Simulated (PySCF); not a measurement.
# Run report: C$_{2}$H$_{2}$F$_{4}$, NMR shielding calculation

System: C$_{2}$H$_{2}$F$_{4}$.
Method: GIAO KT2/pcSseg-1 NMR shielding, non-relativistic, gas phase (PySCF 2.14.0).

The geometry comes from this level: GFN2-xTB. Figures and captions count atoms from 1; the log counts them from 0 in places.

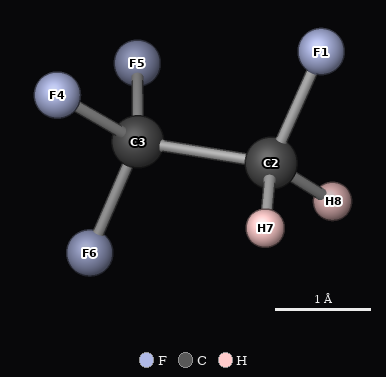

**Figure 1.** The input geometry (ball-and-stick view, seen at a tilt; atoms are numbered from 1 in the order of the input).

Key numbers:

| quantity | value |
| --- | --- |
| outcome | converged |
| total energy | −483.203499 hartree |
| HOMO | −8.74 eV |
| LUMO | 0.29 eV |
| dipole moment | 1.90 D |
| isotropic shielding, F | 249.2 to 426.8 ppm |
| isotropic shielding, C | 54.1 to 102.0 ppm |
| isotropic shielding, H | 26.7 ppm |
| hardware | 1 CPU thread, shared host |
| wall time | 8.9 s |
| peak memory | 0.42 GiB |

Input:
```
{"job": {"kind": "nmr", "xc": "KT2", "basis": "pcSseg-1", "pop": false}, "charge": 0, "multiplicity": 1}
F     -1.296532    -1.211393    -0.056272
C     -0.790196     0.047631    -0.109358
C      0.729173     0.013169     0.072015
F      1.095296    -0.497590     1.247630
F      1.344722    -0.687835    -0.880136
F      1.214618     1.263518     0.016995
H     -1.235376     0.634966     0.700549
H     -1.025477     0.475183    -1.089685
```

The first line tells a small driver script what to run in PySCF; the rest is the geometry in Å.

Launch command:
```bash
OMP_NUM_THREADS=1 python <driver script> task.json out
```

Output:
```
coarse grid: 7760 points
cycle   1  E = -482.8184729673  dE =  9.253e-01  |g| = 1.187e+00  |ddm| = 2.326e+00
cycle   2  E = -482.2392605267  dE =  5.792e-01  |g| = 2.284e+00  |ddm| = 1.764e+00
cycle   3  E = -483.0264334963  dE = -7.872e-01  |g| = 1.176e-01  |ddm| = 1.254e+00
cycle   4  E = -483.0282336221  dE = -1.800e-03  |g| = 8.148e-02  |ddm| = 1.243e-01
cycle   5  E = -483.0293362960  dE = -1.103e-03  |g| = 2.264e-02  |ddm| = 4.965e-02
cycle   6  E = -483.0294189455  dE = -8.265e-05  |g| = 5.043e-03  |ddm| = 1.573e-02
cycle   7  E = -483.0294231742  dE = -4.229e-06  |g| = 1.506e-03  |ddm| = 3.901e-03
final grid: 79576 points
cycle   8  E = -483.2031696749  dE = -7.953e-05  |g| = 4.773e-02  |ddm| = 4.443e-02
cycle   9  E = -483.2023956600  dE =  7.740e-04  |g| = 8.552e-02  |ddm| = 6.246e-02
cycle  10  E = -483.2034978900  dE = -1.102e-03  |g| = 2.831e-03  |ddm| = 4.166e-02
cycle  11  E = -483.2034992678  dE = -1.378e-06  |g| = 7.215e-04  |ddm| = 2.026e-03
cycle  12  E = -483.2034993394  dE = -7.161e-08  |g| = 2.004e-04  |ddm| = 4.585e-04
cycle  13  E = -483.2034993458  dE = -6.374e-09  |g| = 5.250e-05  |ddm| = 1.625e-04
cycle  14  E = -483.2034993462  dE = -3.859e-10  |g| = 2.005e-05  |ddm| = 3.767e-05
```

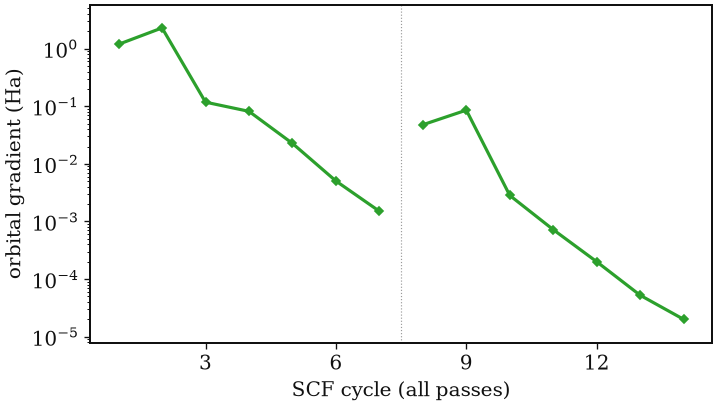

**Figure 2.** Convergence of the self-consistent field: orbital gradient against the SCF cycle. The dotted line marks the change from a coarse to the final integration grid. The first 7 cycles use a coarse grid, the final grid takes over at cycle 8, and the field converges after 14 cycles in all.

```
converged SCF energy = -483.2034993462

GIAO shielding tensors (ppm)
atom      isotropic    diamagn.    paramagn.     s11        s22        s33       span
  0 F      426.810     470.661     -43.851    407.482    409.520    463.429     55.948
  1 C      102.003     244.097    -142.094     79.008     82.721    144.279     65.272
  2 C       54.121     241.904    -187.783     48.124     52.696     61.545     13.421
  3 F      249.192     473.989    -224.797    168.367    247.306    331.904    163.537
  4 F      249.192     473.930    -224.738    168.362    247.327    331.888    163.526
  5 F      249.779     474.393    -224.614    167.829    249.958    331.551    163.722
  6 H       26.707      27.872      -1.164     23.124     27.040     29.959      6.835
  7 H       26.706      27.842      -1.136     23.122     27.039     29.958      6.836
```

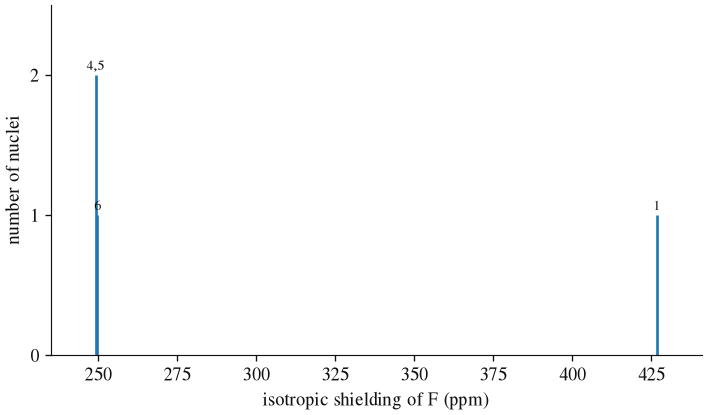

**Figure 3.** Isotropic shieldings of the fluorine nuclei in this fixed geometry, labelled by atom number; shielding grows to the right, so chemical shift grows to the left. The least shielded is F4 (249.2 ppm), the most shielded F1 (426.8 ppm).
